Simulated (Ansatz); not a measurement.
The figure comes from a scan of SrTiO3 (cubic perovskite): the cell is scaled evenly about its relaxed volume V₀. Method: PBEsol (plane waves to 420 eV, PAW, scalar-relativistic; Ansatz, a program for electronic structure). k mesh 9×9×9 (Γ-centred), Fermi-Dirac smearing 0.05 eV. The energy includes the smearing's −TS. SrTiO3 is run without spin polarisation. SrTiO3 was relaxed with its symmetry unable to fall. The PAW data are Ansatz's earlier set. ΔE is measured from the relaxed starting cell.

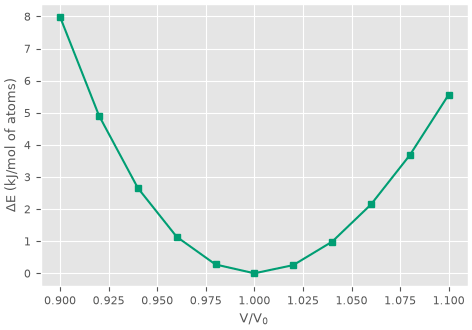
Fig. 1. ΔE (kJ/mol of atoms) against V/V₀; computed points joined by lines.

Problem. List the plotted points as numbers.

Solution. To the nearest 0.1:

```csv
V/V₀,ΔE (kJ/mol of atoms)
0.900,8.0
0.920,4.9
0.940,2.7
0.960,1.1
0.980,0.3
1.000,0.0
1.020,0.3
1.040,1.0
1.060,2.1
1.080,3.7
1.100,5.6
```

(Under strain, the slope of the energy per volume gives the stress and its curvature an elastic modulus.)
